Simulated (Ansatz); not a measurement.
## Ni wire along [110], 19 atoms a period: bands along the axis

Aim: is the Ni wire along [110], 19 atoms a period a metal or a semiconductor?

Program: Ansatz 0.2.0. Level of theory: DFT PBE, plane waves, PAW; relaxation of a wire's period; PAW set soft_1, in the first sound run; inputs show where later runs differ. Results are calculated unless marked as measured.

## 1. Set-up

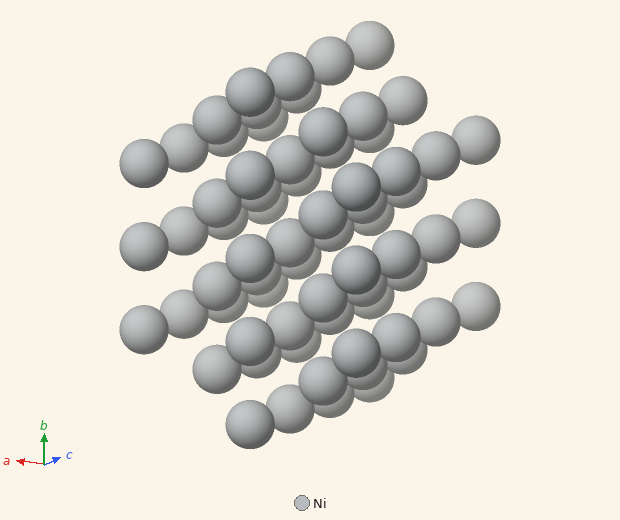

Start, viewed at a slant to the c axis; nickel light grey. 1×1×3 cells are drawn. Some periodic images of atoms are drawn too.

The cell holds 19 atoms: 19 Ni. Its edges and angles: a = 13.840 Å, b = 16.756 Å, c = 2.489 Å, α = 90.0°, β = 90.0°, γ = 90.0°. Vacuum lies along a and b. The structure's axis is c.

## 2. The relaxed wire

Band widths follow the bond lengths, so the wire is relaxed first. The atoms and the third cell vector are free; the box across stays fixed as vacuum. Moments are seeded so that a magnetic state can form if it lies lower. A Fermi-Dirac smearing is set since the result may be a metal. The pressure printed is a third of the stress's trace over the whole box, vacuum included; only the stress along the axis is relaxed.

Input file input.yaml:

```yaml
crystal:
  lattice:
    - [13.84, 0.0, 0.0]
    - [0.0, 16.756, 0.0]
    - [0.0, 0.0, 2.4890158698]
  atoms:
    - { symbol: Ni, position: [0.24566474, 0.648546647, 0.0], spin: 0.8 }
    - { symbol: Ni, position: [0.24566474, 0.500001894, 0.0], spin: 0.8 }
    - { symbol: Ni, position: [0.5, 0.648546647, 0.0], spin: 0.8 }
    - { symbol: Ni, position: [0.5, 0.500001894, 0.0], spin: 0.8 }
    - { symbol: Ni, position: [0.5, 0.797091399, 0.0], spin: 0.8 }
    - { symbol: Ni, position: [0.75433526, 0.648546647, 0.0], spin: 0.8 }
    - { symbol: Ni, position: [0.75433526, 0.500001894, 0.0], spin: 0.8 }
    - { symbol: Ni, position: [0.37283237, 0.277184766, 0.5], spin: 0.8 }
    - { symbol: Ni, position: [0.37283237, 0.425729518, 0.5], spin: 0.8 }
    - { symbol: Ni, position: [0.37283237, 0.57427427, 0.5], spin: 0.8 }
    - { symbol: Ni, position: [0.37283237, 0.722819023, 0.5], spin: 0.8 }
    - { symbol: Ni, position: [0.62716763, 0.277184766, 0.5], spin: 0.8 }
    - { symbol: Ni, position: [0.62716763, 0.425729518, 0.5], spin: 0.8 }
    - { symbol: Ni, position: [0.62716763, 0.57427427, 0.5], spin: 0.8 }
    - { symbol: Ni, position: [0.62716763, 0.722819023, 0.5], spin: 0.8 }
    - { symbol: Ni, position: [0.24566474, 0.351457142, 0.0], spin: 0.8 }
    - { symbol: Ni, position: [0.5, 0.351457142, 0.0], spin: 0.8 }
    - { symbol: Ni, position: [0.5, 0.20291239, 0.0], spin: 0.8 }
    - { symbol: Ni, position: [0.75433526, 0.351457142, 0.0], spin: 0.8 }
magnetization:
  spin_polarized: true
kpoints:
  mp_grid: { grid: [1, 1, 33] }
scf:
  occupations: { method: fermi_dirac, width: 0.05 }
hamiltonian:
  xc: pbe
  pseudopotentials: { kind: paw, azcp: { folder: soft_1 } }
relax:
  cell: { fix: [a, b, alpha, beta, gamma] }
  max_steps: 45
  f_tol: 0.03
```

Run with:

```
> ansatz run input.yaml --threads 4 --pin off --max-ram 16384MiB --backend cpu --events-out ev --progress --plain --runs-dir out
```

Numbers of over 12 decimals in the logs are rounded to 6 here.

What it wrote:

```text
Engine: ansatz 0.2.0, aarch64-unknown-linux-gnu
Pseudopotentials: kind: paw
Pseudopotential: Ni, paw, valence charge 18, recommended cutoff 420 eV (normal), soft_1/Ni.paw.azcp
Functional definition: PBE
  parameter kappa = 0.804
  parameter beta = 0.066725
  exchange = pbe_x(kappa = kappa, mu = beta*pi^2/3)
  correlation = pbe_c(beta = beta)
Crystal: 19 atoms, lattice volume = 577.210 Å³
Basis set: ecut = 420 eV, 11265 PW (Γ), exchange–correlation on 192×240×36 points (8 copies of the dense FFT grid, shifted against one another)
Bands: 215, of which v1, the nominal top of the filled ones, is band 171 counted from 1 (170 counted from 0)
Symmetry: 8 space group operations
Space group: Pmmm (ITA 47), of the structure as read, at distance tolerance 8.3e-5 Å
Magnetic group: BNS 47.249 (UNI 347), of the structure as read, at distance tolerance 8.3e-5 Å
k-points: 17 of 33
Non-local potential: Ni, projectors of the file, l = 0: 3, l = 1: 2, l = 2: 3, l = 3: 1
PAW form: soft (Blöchl's): semilocal exchange-correlation on the pseudo side does not see the compensation charge
PAW one-centre angular grid: Ni, 590 points (default); XC on 64 Gauss nodes
Initial density: superposition of atomic densities (neutral atoms: chi_scale 0, normalization atom)
Starting moments: Σ|m| = 15.2 μB on 19 of 19 sites
Initial wavefunctions: pseudopotential atomic-orbital guess
Functional: x = pbe(κ = 0.804, μ = 0.219515), c = pbe(β = 0.066725)
SCF iter   1: F=—  HF=-110926.534157 eV  |F-HF|=—  |Δ(HF+E_count)|=         —  Δρ=2.26e-2 (↑1.70e-2 ↓2.26e-2)  dr2=2.76e1  dr2_m=1.06e0  M=15.545 μB ∫|m|=16.262 μB  β_m=0.30  ethr=3.10e-3  ⟨swp⟩=7.9  Hψ=32882  notcnv=0  defer=484
Mixer restart at iter 1: flushing history
preconditioner: auto → LDOS  [metal: Δε(μ)=0.001 eV  Ē_g=6.800 eV  σ=0.050 eV  W_gap=0.01  n_scr=114 (ndim 8)  ℏωp=21.3 eV  f_vac=0.539  D(μ)=42.99/eV (n_scr^D=512)]
spin=Collinear: LDOS preconditioning applied to the charge; magnetization (m = ρ↑ − ρ↓) channel mixes plain (no charge-response kernel on spin).
SCF iter   2: F=—  HF=-110929.607925 eV  |F-HF|=—  |Δ(HF+E_count)|=    3.07e0  Δρ=1.86e-2 (↑1.86e-2 ↓8.79e-3)  dr2=4.54e0  dr2_m=5.21e-1  M=15.226 μB ∫|m|=16.279 μB  β_m=0.35  ethr=3.10e-3  ⟨swp⟩=2.0  Hψ=11974  notcnv=0  defer=859
SCF iter   3: F=—  HF=-110937.397200 eV  |F-HF|=—  |Δ(HF+E_count)|=    7.79e0  Δρ=7.60e-3 (↑5.90e-3 ↓7.60e-3)  dr2=4.95e-1  dr2_m=1.71e-1  M=14.997 μB ∫|m|=16.355 μB  β_m=0.40  ethr=1.33e-3  ⟨swp⟩=3.0  Hψ=11873  notcnv=0  defer=864
SCF iter   4: F=—  HF=-110941.152983 eV  |F-HF|=—  |Δ(HF+E_count)|=    3.76e0  Δρ=5.04e-3 (↑5.04e-3 ↓3.57e-3)  dr2=3.10e-1  dr2_m=2.56e-2  M=14.586 μB ∫|m|=16.231 μB  β_m=0.67  ethr=1.45e-4  ⟨swp⟩=2.6  Hψ=11560  notcnv=0  defer=875
SCF iter   5: F=—  HF=-110943.136205 eV  |F-HF|=—  |Δ(HF+E_count)|=    1.98e0  Δρ=3.64e-3 (↑2.18e-3 ↓3.64e-3)  dr2=1.06e-1  dr2_m=1.44e-2  M=14.097 μB ∫|m|=15.975 μB  β_m=0.72  ethr=9.06e-5  ⟨swp⟩=3.3  Hψ=15660  notcnv=0  defer=884
SCF iter   6: F=—  HF=-110943.197630 eV  |F-HF|=—  |Δ(HF+E_count)|=         —  Δρ=4.66e-3 (↑8.34e-4 ↓4.66e-3)  dr2=8.78e-2  dr2_m=3.46e-2  M=13.766 μB ∫|m|=15.596 μB  β_m=0.72  ethr=3.10e-5  ⟨swp⟩=2.1  Hψ=11575  notcnv=0  defer=902
SCF iter   7: F=—  HF=-110943.202289 eV  |F-HF|=—  |Δ(HF+E_count)|=   4.66e-3  Δρ=1.79e-3 (↑8.68e-4 ↓1.79e-3)  dr2=2.06e-2  dr2_m=4.82e-3  M=13.771 μB ∫|m|=15.568 μB  β_m=0.82  ethr=2.57e-5  ⟨swp⟩=2.0  Hψ=9452  notcnv=0  defer=902
SCF iter   8: F=—  HF=-110943.217431 eV  |F-HF|=—  |Δ(HF+E_count)|=   1.51e-2  Δρ=1.29e-3 (↑9.05e-4 ↓1.29e-3)  dr2=1.87e-2  dr2_m=4.30e-4  M=13.725 μB ∫|m|=15.519 μB  β_m=0.66  ethr=6.03e-6  ⟨swp⟩=2.2  Hψ=13755  notcnv=0  defer=902
SCF iter   9: F=—  HF=-110943.215424 eV  |F-HF|=—  |Δ(HF+E_count)|=   2.01e-3  Δρ=2.70e-4 (↑2.22e-4 ↓2.70e-4)  dr2=7.23e-4  dr2_m=2.63e-5  M=13.714 μB ∫|m|=15.511 μB  β_m=0.61  ethr=5.46e-6  ⟨swp⟩=2.0  Hψ=11621  notcnv=0  defer=902
SCF iter  10: F=—  HF=-110943.215285 eV  |F-HF|=—  |Δ(HF+E_count)|=   1.39e-4  Δρ=8.26e-5 (↑5.92e-5 ↓8.26e-5)  dr2=4.56e-5  dr2_m=1.40e-5  M=13.712 μB ∫|m|=15.507 μB  β_m=0.64  ethr=2.12e-7  ⟨swp⟩=2.6  Hψ=11740  notcnv=0  defer=902
SCF iter  11: F=—  HF=-110943.215293 eV  |F-HF|=—  |Δ(HF+E_count)|=   7.54e-6  Δρ=2.99e-5 (↑2.25e-5 ↓2.99e-5)  dr2=6.08e-6  dr2_m=1.66e-6  M=13.712 μB ∫|m|=15.506 μB  β_m=0.71  ethr=1.33e-8  ⟨swp⟩=2.0  Hψ=10812  notcnv=0  defer=902
SCF iter  12: F=—  HF=-110943.215296 eV  |F-HF|=—  |Δ(HF+E_count)|=   3.60e-6  Δρ=2.69e-5 (↑1.81e-5 ↓2.69e-5)  dr2=6.86e-6  dr2_m=3.19e-7  M=13.713 μB ∫|m|=15.506 μB  β_m=0.58  ethr=1.78e-9  ⟨swp⟩=2.6  Hψ=13821  notcnv=0  defer=902
SCF iter  13: F=—  HF=-110943.215295 eV  |F-HF|=—  |Δ(HF+E_count)|=   1.58e-6  Δρ=8.40e-6 (↑4.57e-6 ↓8.40e-6)  dr2=2.42e-7  dr2_m=1.26e-7  M=13.713 μB ∫|m|=15.506 μB  β_m=0.71  ethr=1.78e-9  ⟨swp⟩=2.2  Hψ=11686  notcnv=0  defer=902
SCF iter  14: F=—  HF=-110943.215295 eV  |F-HF|=—  |Δ(HF+E_count)|=   2.30e-7  Δρ=6.10e-6 (↑1.99e-6 ↓6.10e-6)  dr2=1.34e-7  dr2_m=5.02e-8  M=13.713 μB ∫|m|=15.506 μB  β_m=0.81  ethr=7.09e-11  ⟨swp⟩=2.9  Hψ=14607  notcnv=0  defer=902
SCF iter  15: F=—  HF=-110943.215295 eV  |F-HF|=—  |Δ(HF+E_count)|=   4.47e-8  Δρ=3.28e-6 (↑1.55e-6 ↓3.28e-6)  dr2=7.23e-8  dr2_m=7.88e-9  M=13.713 μB ∫|m|=15.506 μB  β_m=0.72  ethr=3.91e-11  ⟨swp⟩=2.0  Hψ=12340  notcnv=0  defer=902
SCF iter  16: F=-110943.215295 eV  HF=-110943.215295 eV  |F-HF|=5.49e-8  |Δ(HF+E_count)|=   3.06e-9  Δρ=2.37e-6 (↑1.11e-6 ↓2.37e-6)  dr2=5.85e-8  dr2_m=3.95e-9  M=13.713 μB ∫|m|=15.506 μB  ethr=2.11e-11  ⟨swp⟩=2.6  Hψ=24523  notcnv=0
SCF 1 converged in 16 iterations: F = -110943.215295 eV  dr2 = 5.85e-8
  greatest PAW one-centre occupation: 1.001 electrons in one spin orbital (limit 2), on the Ni atom at site 18 (counted from 0), in its partial waves of l = 1
relax step   1: F+E_penalty+E_count = -110943.21529502 eV  Δ(F+E_penalty+E_count) = +0.000e0 eV  max|allowed force component| = 7.430e-1 eV/Å  Δτ_max = 0.0000 Å  P = -2.855 GPa  Ω = 577.210 Å³  fix = [a, b, alpha, beta, gamma]  reactions: a -2.288, b -2.616 GPa  (16 SCF iters, dr2 threshold 1.00e-7 eV, accepted)
Crystal: 19 atoms, lattice volume = 570.857 Å³
Basis set: ecut = 420 eV, 11109 PW (Γ), exchange–correlation on 192×240×36 points (8 copies of the dense FFT grid, shifted against one another)
Initial density: handed on by an earlier stage of this run
Starting moments: Σ|m| = 15.2 μB on 19 of 19 sites; this step starts from the density that it was given
Initial wavefunctions: those handed on with the density
[...]
spin=Collinear: LDOS preconditioning applied to the charge; magnetization (m = ρ↑ − ρ↓) channel mixes plain (no charge-response kernel on spin).
SCF iter   2: F=—  HF=-110943.599759 eV  |F-HF|=—  |Δ(HF+E_count)|=   1.94e-4  Δρ=1.69e-5 (↑1.69e-5 ↓1.58e-5)  dr2=2.58e-5  dr2_m=7.18e-8  M=13.477 μB ∫|m|=15.223 μB  β_m=0.55  ethr=1.98e-8  ⟨swp⟩=2.2  Hψ=12332  notcnv=0
SCF iter   3: F=—  HF=-110943.599763 eV  |F-HF|=—  |Δ(HF+E_count)|=   4.40e-6  Δρ=3.24e-5 (↑3.24e-5 ↓1.33e-5)  dr2=6.73e-6  dr2_m=6.79e-7  M=13.475 μB ∫|m|=15.221 μB  β_m=0.47  ethr=7.54e-9  ⟨swp⟩=2.0  Hψ=10342  notcnv=0
SCF iter   4: F=—  HF=-110943.599763 eV  |F-HF|=—  |Δ(HF+E_count)|=   5.77e-7  Δρ=1.55e-5 (↑8.52e-6 ↓1.55e-5)  dr2=2.75e-6  dr2_m=5.44e-7  M=13.475 μB ∫|m|=15.220 μB  β_m=0.55  ethr=1.97e-9  ⟨swp⟩=2.0  Hψ=11912  notcnv=0
SCF iter   5: F=—  HF=-110943.599764 eV  |F-HF|=—  |Δ(HF+E_count)|=   1.63e-6  Δρ=8.64e-6 (↑8.64e-6 ↓5.83e-6)  dr2=1.46e-6  dr2_m=1.87e-7  M=13.474 μB ∫|m|=15.220 μB  β_m=0.53  ethr=8.03e-10  ⟨swp⟩=2.1  Hψ=10678  notcnv=0
SCF iter   6: F=—  HF=-110943.599765 eV  |F-HF|=—  |Δ(HF+E_count)|=   4.04e-7  Δρ=3.33e-6 (↑3.33e-6 ↓2.22e-6)  dr2=6.79e-8  dr2_m=3.23e-8  M=13.473 μB ∫|m|=15.219 μB  β_m=0.56  ethr=4.28e-10  ⟨swp⟩=2.1  Hψ=9990  notcnv=0
SCF iter   7: F=—  HF=-110943.599765 eV  |F-HF|=—  |Δ(HF+E_count)|=   2.03e-8  Δρ=1.25e-6 (↑1.13e-6 ↓1.25e-6)  dr2=1.53e-8  dr2_m=3.96e-9  M=13.473 μB ∫|m|=15.219 μB  β_m=0.56  ethr=1.99e-11  ⟨swp⟩=2.6  Hψ=13418  notcnv=0
SCF iter   8: F=—  HF=-110943.599765 eV  |F-HF|=—  |Δ(HF+E_count)|=   6.17e-9  Δρ=6.59e-7 (↑6.59e-7 ↓3.58e-7)  dr2=2.73e-9  dr2_m=3.98e-10  M=13.473 μB ∫|m|=15.219 μB  β_m=0.53  ethr=4.47e-12  ⟨swp⟩=2.9  Hψ=13387  notcnv=0
SCF iter   9: F=—  HF=-110943.599765 eV  |F-HF|=—  |Δ(HF+E_count)|=  5.82e-10  Δρ=2.75e-7 (↑2.75e-7 ↓1.51e-7)  dr2=3.80e-10  dr2_m=1.92e-10  M=13.473 μB ∫|m|=15.218 μB  β_m=0.69  ethr=1.00e-12  ⟨swp⟩=2.2  Hψ=10693  notcnv=0
SCF iter  10: F=—  HF=-110943.599765 eV  |F-HF|=—  |Δ(HF+E_count)|=  1.46e-11  Δρ=1.71e-7 (↑1.71e-7 ↓1.17e-7)  dr2=1.08e-10  dr2_m=7.02e-11  M=13.473 μB ∫|m|=15.218 μB  β_m=0.75  ethr=1.00e-12  ⟨swp⟩=1.6  Hψ=7541  notcnv=0
SCF iter  11: F=—  HF=-110943.599765 eV  |F-HF|=—  |Δ(HF+E_count)|=  4.37e-11  Δρ=9.37e-8 (↑9.37e-8 ↓4.45e-8)  dr2=1.18e-10  dr2_m=1.39e-11  M=13.473 μB ∫|m|=15.218 μB  β_m=0.73  ethr=1.00e-12  ⟨swp⟩=1.0  Hψ=7311  notcnv=0
SCF iter  12: F=-110943.599765 eV  HF=-110943.599765 eV  |F-HF|=2.47e-10  |Δ(HF+E_count)|=  1.31e-10  Δρ=1.02e-7 (↑5.05e-8 ↓1.02e-7)  dr2=7.53e-11  dr2_m=8.22e-12  M=13.473 μB ∫|m|=15.218 μB  ethr=1.00e-12  ⟨swp⟩=3.3  Hψ=24001  notcnv=0
SCF 6 converged in 12 iterations: F = -110943.599765 eV  dr2 = 7.53e-11
relax step   6: F+E_penalty+E_count = -110943.59976481 eV  Δ(F+E_penalty+E_count) = +4.125e-3 eV  max|allowed force component| = 6.316e-3 eV/Å  Δτ_max = 0.0000 Å  P = +0.002 GPa  Ω = 563.518 Å³  fix = [a, b, alpha, beta, gamma]  reactions: a -0.020, b -0.000 GPa  stress off target by 2.70e-2 GPa on what of the cell is left free  SCF on the basis re-selected at this cell (its energy is not comparable with the rows above)  (12 SCF iters)
basis re-selected at this cell: Δ(F+E_penalty+E_count) = +4.125e-3 eV, ΔP = +0.010 GPa vs the last step (what re-selecting the basis moved, of the pressure what is left beyond the Pulay correction that the steps carried, after the strain that the cell walked since its last selection, with what the two solves' SCF thresholds leave and, on support functions, any second-order correction that the steps lacked; it is no m [...]
SCF converged after 12 iterations
Magnetization: 13.4733 μB (177.7366 up, 164.2634 down)
Absolute magnetization: 15.2373 μB (∫|ρ↑−ρ↓|, with the PAW one-centre terms)
Spin contamination: 0.1935 ħ² per cell (⟨S²⟩ above its minimum at these occupations)
Per-site moments (μB) at R_I (Å): [(0.765336, 0.994359), (0.765098, 1.002363), (0.751381, 0.973332), (0.685330, 1.002363), (0.750403, 0.973332), (0.765336, 0.994359), (0.765098, 1.002363), (0.748655, 1.001216), (0.723820, 0.994359), (0.723820, 0.994359), (0.748655, 1.001216), (0.748655, 1.001216), (0.723820, 0.994359), (0.723820, 0.994359), (0.748655, 1.001216), (0.765336, 0.994359), (0.751381, 0.973332), (0.750403, 0.973332), (0.765336, 0.994359)]
Free energy (F): -110943.599765 eV
Harris-Foulkes:  -110943.599765 eV  (|F-HF|=2.47e-10)
Internal energy: -110943.313823 eV  (E = F + TS)
E sigma→0 (E₀):  -110943.456794 eV
Entropy (-TS):   -0.285942 eV (-15.050 meV/atom)
Fermi energy:    3.677500 eV
--- Per-component energies (eV) ---
  E_band       = -10301.687138
  E_kinetic    = 6438.349345
  E_local      = -359475.509374  (includes V_loc(G=0)·N_el)
  E_nonlocal   = -2205.310759
  E_hartree    = 179556.333957
  E_xc         = -2127.089775
  E_vxc        = -2742.701620  (∫ρ·V_xc dr)
  E_paw        = -31504.425243  (= ΣΔE_a)
  E_vpaw       = -11429.201643  (= ΣTr[D̂ρ^β])
  E_aug_tail   = 0.018201  (compensation charges beyond the density's cutoff)
  E_ewald      = 98374.319825
  E_smearing   = -0.285942  (= −TS)
  E_closure    = -0.000000  (closes the sum)
  Σ components = -110943.599765   (vs F -110943.599765, Δ=0.00e0)
--- Forces (eV/Å), atoms counted from 1 ---
  atom   1  Ni     0.00199618    -0.00367654     0.00000000
  atom   2  Ni     0.00013989     0.00000000     0.00000000
  atom   3  Ni     0.00000000    -0.00427713     0.00000000
  atom   4  Ni     0.00000000     0.00000000     0.00000000
  atom   5  Ni     0.00000000     0.00280314     0.00000000
  atom   6  Ni    -0.00199618    -0.00367654     0.00000000
  atom   7  Ni    -0.00013989     0.00000000     0.00000000
  atom   8  Ni     0.00049185    -0.00205504     0.00000000
  atom   9  Ni    -0.00220814     0.00631603     0.00000000
  atom  10  Ni    -0.00220814    -0.00631603     0.00000000
  atom  11  Ni     0.00049185     0.00205504     0.00000000
  atom  12  Ni    -0.00049185    -0.00205504     0.00000000
  atom  13  Ni     0.00220814     0.00631603     0.00000000
  atom  14  Ni     0.00220814    -0.00631603     0.00000000
  atom  15  Ni    -0.00049185     0.00205504     0.00000000
  atom  16  Ni     0.00199618     0.00367654     0.00000000
  atom  17  Ni     0.00000000     0.00427713     0.00000000
  atom  18  Ni     0.00000000    -0.00280314     0.00000000
  atom  19  Ni    -0.00199618     0.00367654     0.00000000
  max |Σ_I F_I| component: 8.67e-19 eV/Å
--- Stress (GPa, compression-positive) ---
       -0.019999       0.000000       0.000000
        0.000000      -0.000258       0.000000
        0.000000       0.000000       0.027019
  P = ⅓ Tr σ = 0.0023 GPa (0.023 kbar)
--- Relaxed structure (5 steps of the walk, 5 accepted, 1 SCFs on fresh bases) ---
  F+E_penalty+E_count = -110943.59976481 eV   max|allowed force component| = 6.316e-3 eV/Å   (the final SCF, on the basis selected at the relaxed cell)
  cell:  # Å, volume = 563.5175 Å³
    - [13.84, 0.0, 0.0]
    - [0.0, 16.756, 0.0]
    - [0.0, 0.0, 2.429970]
  atoms:
    - { symbol: Ni, position: [0.249157, 0.645529, 0.0] }
    - { symbol: Ni, position: [0.245154, 0.5, 0.0] }
    - { symbol: Ni, position: [0.5, 0.647147, 0.0] }
    - { symbol: Ni, position: [0.5, 0.5, 0.0] }
    - { symbol: Ni, position: [0.5, 0.787968, 0.0] }
    - { symbol: Ni, position: [0.750843, 0.645529, 0.0] }
    - { symbol: Ni, position: [0.754846, 0.5, 0.0] }
    - { symbol: Ni, position: [0.370649, 0.279269, 0.5] }
    - { symbol: Ni, position: [0.371427, 0.426855, 0.5] }
    - { symbol: Ni, position: [0.371427, 0.573145, 0.5] }
    - { symbol: Ni, position: [0.370649, 0.720731, 0.5] }
    - { symbol: Ni, position: [0.629351, 0.279269, 0.5] }
    - { symbol: Ni, position: [0.628573, 0.426855, 0.5] }
    - { symbol: Ni, position: [0.628573, 0.573145, 0.5] }
    - { symbol: Ni, position: [0.629351, 0.720731, 0.5] }
    - { symbol: Ni, position: [0.249157, 0.354471, 0.0] }
    - { symbol: Ni, position: [0.5, 0.352853, 0.0] }
    - { symbol: Ni, position: [0.5, 0.212032, 0.0] }
    - { symbol: Ni, position: [0.750843, 0.354471, 0.0] }
```

Wall time 19 min (4 threads of Arm Neoverse V1, shared host); peak memory 4.5 GiB.

Relaxation path:

| step | energy less that of the first step (eV) | largest force component (eV/Å) | pressure (GPa) | volume (Å³) |
| --- | --- | --- | --- | --- |
| 1 | 0.0000 | 0.7430 | -2.85 | 577.21 |
| 2 | -0.2751 | 0.4356 | -1.46 | 570.86 |
| 3 | -0.3850 | 0.0706 | 0.31 | 562.55 |
| 4 | -0.3882 | 0.0221 | -0.09 | 563.66 |
| 5 | -0.3886 | 0.0063 | -0.01 | 563.52 |
| 6* | -0.3845 | 0.0063 | 0.00 | 563.52 |

Relaxation steps marked * repeat the geometry before them on a plane-wave basis chosen anew for their cell, so energy and pressure can jump there.

The run keeps the 8 symmetry operations that it works with, so distortions that break them were not tested.

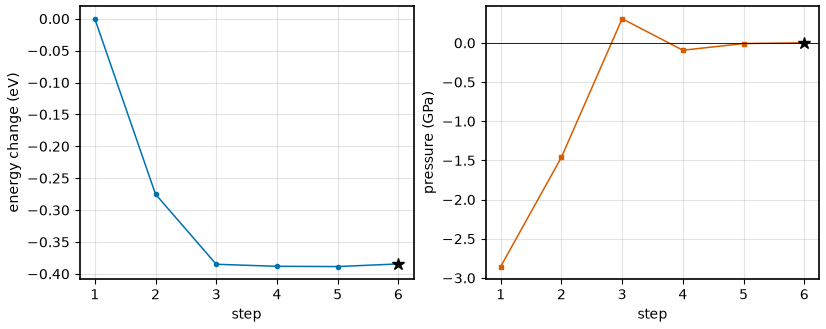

Energy and pressure along the relaxation. Stars mark steps on a basis chosen anew.

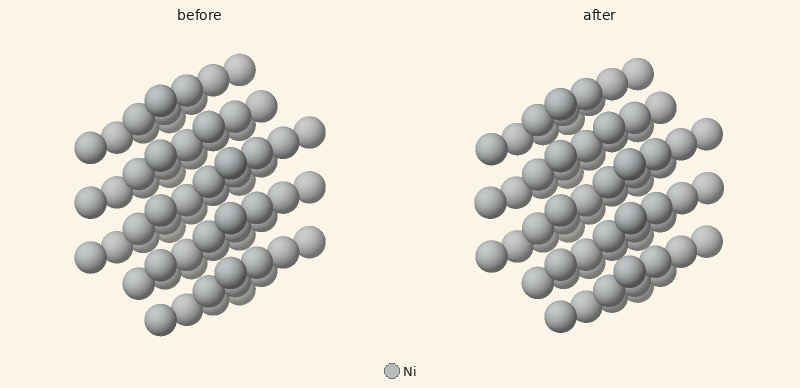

The structure before and after the relaxation, drawn at the same scale.

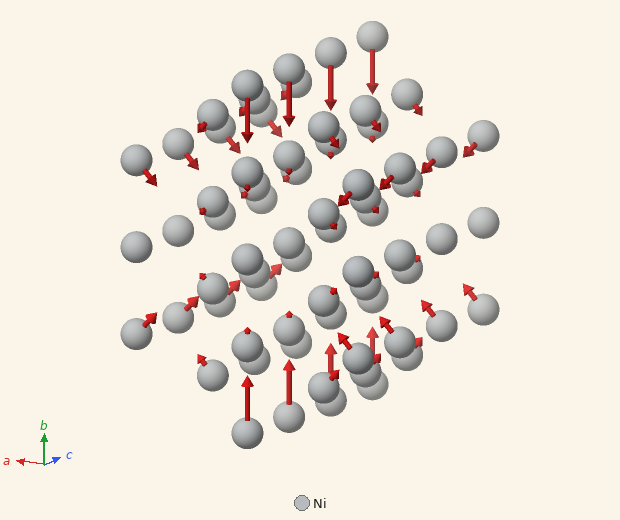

Displacements in the relaxation, exaggerated, measured against the changing cell; the longest in the cell stands for 0.15 Å. 1×1×3 cells are drawn. Some periodic images of atoms are drawn too.

| cell as run | before | after | change |
| --- | --- | --- | --- |
| c (Å) | 2.489 | 2.430 | -2.4 % |

The atoms that moved most (Å, along periodic axes as changes of fractional coordinates times the final cell, across vacuum about the mean position):

| atom | dx | dy | dz | length |
| --- | --- | --- | --- | --- |
| Ni5 | 0.000 | -0.153 | 0.000 | 0.153 |
| Ni18 | 0.000 | 0.153 | 0.000 | 0.153 |
| Ni1 | 0.048 | -0.051 | 0.000 | 0.070 |
| Ni6 | -0.048 | -0.051 | 0.000 | 0.070 |
| Ni16 | 0.048 | 0.051 | 0.000 | 0.070 |
| Ni19 | -0.048 | 0.051 | 0.000 | 0.070 |
| Ni11 | -0.030 | -0.035 | 0.000 | 0.046 |
| Ni15 | 0.030 | -0.035 | 0.000 | 0.046 |

This step gave:

```yaml
energy_at_zero_smearing: -110943.4568 eV
total_moment: 13.47 μB
absolute_moment: 15.24 μB
cell_length_along_the_wire: 2.430 Å
```

(Continued in part 2 of 2.)

[Logs are printed without paths, hosts, clocks, repeated set-up lines and the standing remarks that a program may print on its own settings, such as how far it seeks lower states.]

[Hosts, paths, dates, database ids (printed as entryN), source tags and the programs' standing remarks are cut or masked in the printed files.]
